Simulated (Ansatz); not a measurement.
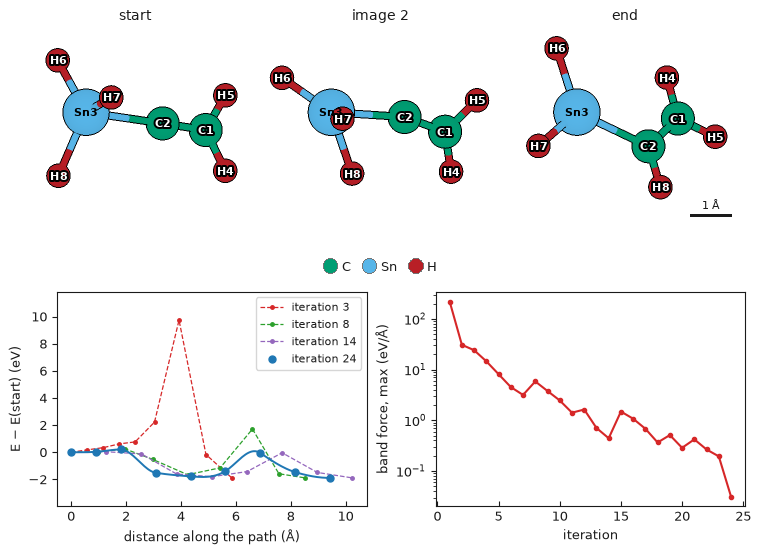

NEB run on C2H5Sn (charge +1). Images are numbered from 0 (start) to 8 (end). The plot follows the band through its iterations. Style: ball-and-stick. Shown at a tilt.

Method: RKS BLYP/def2-SVP (Ansatz 0.2.0). Set-up: 7 movable images; climbing image; force threshold 0.05 eV/Å; iteration limit 60; starting path through a guess of the saddle point.

How did the profile develop, and is the result final?

Answer. The run is converged, with reservations. The band converged in 24 iterations. The largest component of the band force went from 220 to 0.031 eV/Å. The climbing image converged on the top of the path. Its vibrational analysis gives one imaginary mode (548i cm⁻¹), as a transition state must have. The first iteration put the highest image at 56.25 eV. Forward barrier 0.21 eV, backward barrier 2.10 eV, with image 2 at the top; the reaction energy is −1.89 eV. The profile has 2 maxima (images 2, 6) with a dip at image 4 (−1.77 eV), so the process runs in steps.

Cost: 4.1 min on 1 thread of Intel(R) Xeon(R) Platinum 8488C (Sapphire Rapids), on a shared host, peak memory 0.16 GiB.
